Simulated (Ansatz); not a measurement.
# [HSO2]− (SMILES O=[SH][O-]): levels of theory compared

Aim: a comparison of 6 runs (B3LYP/STO-3G, PBE/STO-3G, UPBE/STO-3G, RPA@PBE/STO-3G, UMP2/STO-3G, BCCD(T)/STO-3G) of [HSO2]−. 

Program for the calculation: Ansatz 0.2.0.

11 further runs of the same task are left out: 9 that didn't finish, 2 set aside as unsound or not needed.

### Step 1. Starting point

[HSO2]− has 4 atoms, charge -1, and is taken as a singlet. As SMILES, `O=[SH][O-]`. The O3–S2 distance was set to 2.228 Å, away from the relaxed value.

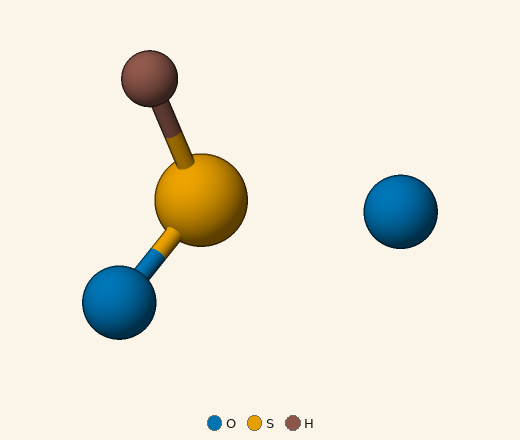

Viewed from a chosen angle; oxygen blue, sulfur amber, hydrogen brown.

### Step 2. The energy at B3LYP/STO-3G (run 1)

File run.yaml:

```yaml
crystal:
  periodic: [false, false, false]
  atoms:
    - {symbol: O, position_ang: [-1.801542, 0.401995, 0.441812]}
    - {symbol: S, position_ang: [-0.802392, 0.028385, -0.591308]}
    - {symbol: O, position_ang: [1.007500, -0.941190, 0.274450]}
    - {symbol: H, position_ang: [-0.213532, 1.480425, -0.990748]}
basis:
  gaussian: {orbitals: STO-3G}
total_charge: -1
hamiltonian: {xc: {name: B3LYP}}
accuracy: high
```

Command:

```sh
$ ansatz run run.yaml --threads 1 --pin off --max-ram 2610MiB --events-out events.jsonl --progress --plain --runs-dir runs
```

What it wrote:

```text
Warning: RAYON_NUM_THREADS=1 ignored (pool sized by the plan → 1); use --threads N
Functional definition: B3LYP
  name "B3LYP"
  parameter a0 = 0.2
  parameter ax = 0.72
  parameter ac = 0.81
  exchange = (1 - a0 - ax)*slater_x + ax*b88_x + a0*exact_x
  correlation = (1 - ac)*vwn_rpa_c + ac*lyp_c
348 factors; integrals over basis functions are off by at most 3.3e-8 eV
mean field evaluation 1: about -14740.6282 eV, gradient 5.0e1 eV
mean field evaluation 2: about -14518.8832 eV, gradient 5.8e1 eV
mean field evaluation 4: about -14691.6215 eV, gradient 1.1e2 eV
mean field evaluation 8: about -14756.4898 eV, gradient 1.2e-1 eV
mean field -14756.48985146 eV, -542.2909997330 hartree, gradient 2.5e-8 eV, S^2 0.000000; 0 other end points of the search recorded, 0 dependent functions left out
reference -14756.48987331 eV, -542.2910005360 hartree; 17, 17 occupied and 3, 3 virtual orbitals, 348 factors
Total energy: -14756.48987331 eV, -542.2910005360 hartree
```

Run time: 0.99 s. Hardware: 1 thread of Arm Neoverse V2, shared host.

### Step 3. The energy at PBE/STO-3G (run 2)

Changes to run.yaml since step 2:

```diff
@@ -8,5 +8,7 @@
 basis:
-  gaussian: {orbitals: STO-3G}
+  gaussian:
+    orbitals: STO-3G
 total_charge: -1
-hamiltonian: {xc: {name: B3LYP}}
+hamiltonian:
+  xc: {name: PBE}
 accuracy: high
```

Command:

```sh
$ ansatz run run.yaml --threads 1 --pin off --max-ram 2610MiB --events-out events.jsonl --progress --plain --runs-dir runs
```

What it wrote:

```text
Warning: RAYON_NUM_THREADS=1 ignored (pool sized by the plan → 1); use --threads N
Functional definition: PBE
  name "PBE"
  parameter kappa = 0.804
  parameter beta = 0.06672455060314922
  exchange = pbe_x(kappa = kappa, mu = beta*pi^2/3)
  correlation = pbe_c(beta = beta)
348 factors; integrals over basis functions are off by at most 3.3e-8 eV
mean field evaluation 1: about -14732.1895 eV, gradient 5.2e1 eV
mean field evaluation 2: about -14507.0169 eV, gradient 4.9e1 eV
mean field evaluation 4: about -14656.2922 eV, gradient 1.4e2 eV
mean field evaluation 8: about -14747.9058 eV, gradient 1.0e-1 eV
mean field evaluation 16: about -14740.4685 eV, gradient 1.0e1 eV
mean field -14747.90588309 eV, -541.9755447138 hartree, gradient 1.3e-8 eV, S^2 0.000000; 0 other end points of the search recorded, 0 dependent functions left out
reference -14747.90588433 eV, -541.9755447594 hartree; 17, 17 occupied and 3, 3 virtual orbitals, 348 factors
Total energy: -14747.90588433 eV, -541.9755447594 hartree
```

Run time: 0.97 s. Hardware: 1 thread of Arm Neoverse V2, shared host.

### Step 4. A single-point energy at UPBE/STO-3G (run 3)

File job.yaml:

```yaml
crystal:
  periodic: [false, false, false]
  atoms:
    - {symbol: O, position_ang: [-1.801542, 0.401995, 0.441812]}
    - {symbol: S, position_ang: [-0.802392, 0.028385, -0.591308]}
    - {symbol: O, position_ang: [1.007500, -0.941190, 0.274450]}
    - {symbol: H, position_ang: [-0.213532, 1.480425, -0.990748]}
basis:
  gaussian:
    orbitals: STO-3G
total_charge: -1
magnetization:
  spin_polarized: true
hamiltonian:
  xc: pbe
accuracy: high
```

Command:

```sh
$ ansatz run job.yaml --threads 1 --pin off --max-ram 2610MiB --events-out events.jsonl --progress --plain --runs-dir runs
```

What it wrote, shortened:

```text
Warning: RAYON_NUM_THREADS=1 ignored (pool sized by the plan → 1); use --threads N
[... 6 set-up lines as earlier in the session ...]
348 factors; integrals over basis functions are off by at most 3.3e-8 eV
mean field evaluation 1: about -14732.1895 eV, gradient 3.7e1 eV
mean field evaluation 2: about -14507.0169 eV, gradient 3.4e1 eV
mean field evaluation 4: about -14656.2922 eV, gradient 1.0e2 eV
mean field evaluation 8: about -14747.9002 eV, gradient 8.9e-1 eV
mean field evaluation 16: about -14747.9059 eV, gradient 1.3e-7 eV
mean field evaluation 32: about -14748.1864 eV, gradient 9.4e-7 eV
mean field evaluation 64: about -14747.8271 eV, gradient 6.4e0 eV
mean field -14748.18638798 eV, -541.9858530784 hartree, gradient 1.1e-8 eV, S^2 0.590339; 10 other end points of the search recorded, 0 dependent functions left out
reference -14748.18638923 eV, -541.9858531243 hartree; 17, 17 occupied and 3, 3 virtual orbitals, 348 factors
Total energy: -14748.18638923 eV, -541.9858531243 hartree
```

It took 4.5 s on 1 thread of Arm Neoverse V2, shared host; peak memory 0.12 GiB.

Runs 4 to 5 aren't shown in full; the table further down has their settings and results.

### Step 5. A single-point energy at BCCD(T)/STO-3G (run 6)

File molecule.yaml:

```yaml
crystal:
  periodic: [false, false, false]
  atoms:
    - symbol: O
      position_ang: [-1.801542, 0.401995, 0.441812]
    - symbol: S
      position_ang: [-0.802392, 0.028385, -0.591308]
    - symbol: O
      position_ang: [1.007500, -0.941190, 0.274450]
    - symbol: H
      position_ang: [-0.213532, 1.480425, -0.990748]
basis:
  gaussian:
    orbitals: STO-3G
total_charge: -1
correlation:
  method: bccd_t
  frozen_orbitals: {H: 0, O: 1, S: 5}
accuracy: high
scf:
  omitted_lower_state_checks: [cluster_reference, increment]
```

Command:

```sh
$ ansatz run molecule.yaml --threads 1 --pin off --max-ram 2610MiB --events-out events.jsonl --progress --plain --runs-dir runs
```

What it wrote:

```text
Warning: RAYON_NUM_THREADS=1 ignored (pool sized by the plan → 1); use --threads N
[... 13 lines left out ...]
7 core orbitals not correlated: weight in the atoms' cores, before any rotation towards them, 1.000 or more for the frozen orbitals, at most 0.000 for the correlated occupied ones
[... 47 lines left out ...]
Total energy: -14724.12690215 eV, -541.1016832824 hartree
Checks for a lower state left out: cluster_reference, increment
```

Run time: 0.28 s. Hardware: 1 thread of Arm Neoverse V2, shared host.

### Step 6. All runs side by side

```
run           level  frozen core orbitals  energy (Eh)  wall time
  1    B3LYP/STO-3G                     –  -542.291001     0.99 s
  2      PBE/STO-3G                     –  -541.975545     0.97 s
  3     UPBE/STO-3G                     –  -541.985853      4.5 s
  4  RPA@PBE/STO-3G                     7  -541.211051      1.8 s
  5     UMP2/STO-3G                     7  -541.067193     0.91 s
  6  BCCD(T)/STO-3G                     7  -541.101683     0.28 s
```

### Step 7. Results

| quantity | value |
| --- | --- |
| run 6: total energy | -541.10168 Eh |
| run 6: correlation energy (7 core orbitals frozen) | -133.9 mEh |
| run 6: (T) correction | -11.66 mEh |

**Reading.** Totals of different functionals can't be ranked against each other. In runs 4, 6 the log says that unrestricted orbitals would lower the reference, so the values rest on an unstable closed-shell determinant (other closed-shell runs at this shape may share the fault). In runs 1, 2, 3, 4, 5, 6 the basis is minimal, so the values are rough. Spin contamination of the reference: run 5 ⟨S²⟩ = 0.84, run 3 ⟨S²⟩ = 0.59. Where it is this large, the reference is a mixture of spin states, and values that rest on it are in doubt. All runs together took 9.4 s, the longest 4.5 s.
